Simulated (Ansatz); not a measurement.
Cl3FGe···GeH4

```xyz
10

Ge    0.5957    0.3955   -0.4119
Ge   -0.1326    0.2936    3.1349
H    -1.3551   -0.4531    2.5975
H     1.0022   -0.6805    3.4607
H    -0.5349    1.0467    4.4130
Cl    1.1202   -0.3075   -2.3386
Cl   -1.3390    1.2385   -0.4585
F     0.6147   -0.9697    0.5983
Cl    2.1034    1.8127    0.2753
H     0.3535    1.3388    2.1116
```

Not at a stationary point (largest force 1.3 eV/Å).

All numbers below come from Ansatz, RHF/def2-SVP.

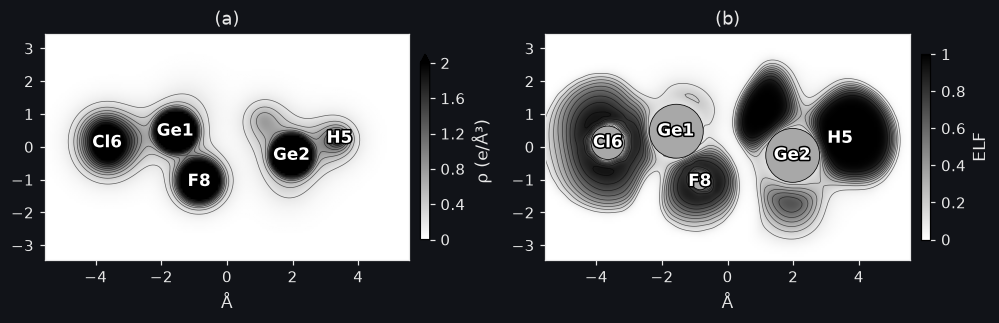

Figure 1. (a) total electron density; (b) electron localisation function on the plane of atoms Cl6, Ge1 and F8. Grey discs cover the atomic cores in the ELF map.

Q: Interpret the plot.

A: The section cuts through Ge, H, Cl and F sites.
Ge–F (1.70 Å): ρ is about 1 e/Å³ halfway; the ELF peaks at about 0.80 in the valence shell of F, 0.5 Å from its nucleus, and is about 0.25 at the midpoint.
Ge–Cl (2.12 Å): ρ is about 0.8 e/Å³ halfway; the ELF peaks at about 0.85 in the valence shell of Cl, 0.9 Å from its nucleus, and is about 0.70 at the midpoint.
Ge–H (1.54 Å): the density is about 1 e/Å³ at the midpoint; the ELF climbs to about 1 towards the hydrogen.
The ELF also peaks beside F8 and Cl6, away from the bonds: lone-pair regions.

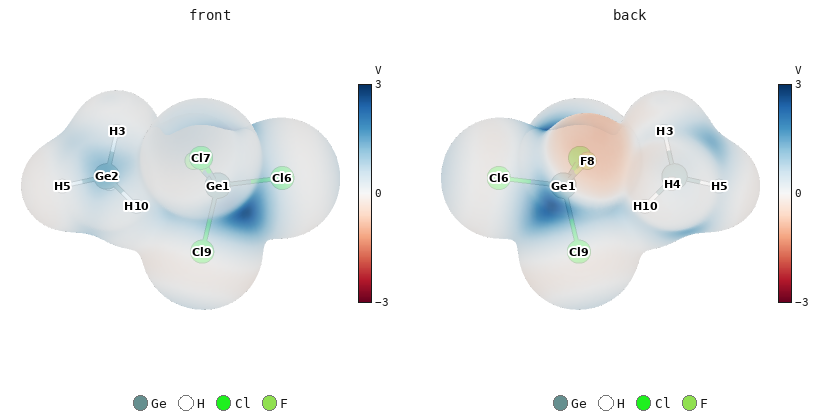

Figure 2. The molecular electrostatic potential painted on the density surface at 0.002 e/bohr³, seen from the front and from behind; red is negative and blue positive.

Q: Describe the electrostatic potential map.

A: The most negative region (about −0.8 V, or −18 kcal/mol for a unit charge) lies over F8, the most positive (about +2.5 V, or +58 kcal/mol for a unit charge) over Ge1. Cl6 shows a σ-hole: about +0.5 V, or +12 kcal/mol for a unit charge at the tip opposite its bond, against about 0.0 V on its flanks.

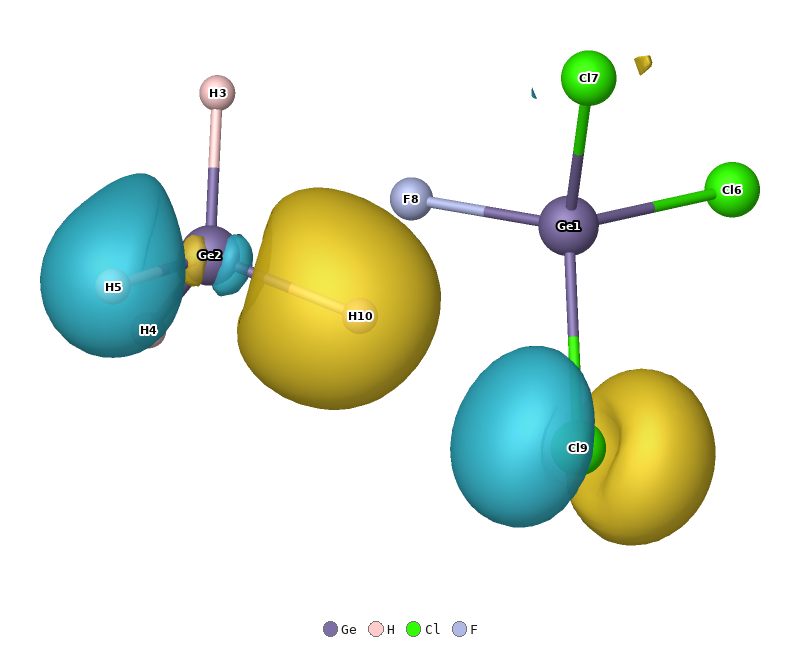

Figure 3. The HOMO at ±0.15 Å⁻³ᐟ² (yellow and cyan are the two phases), seen at a tilt.

Q: Where does this orbital lie, and at what energy?

A: It lies mainly on Cl9 (about 30 %), Ge2 (about 30 %), H10 (about 20 %) and H5 (about 10 %). Its energy is −12.34 eV.
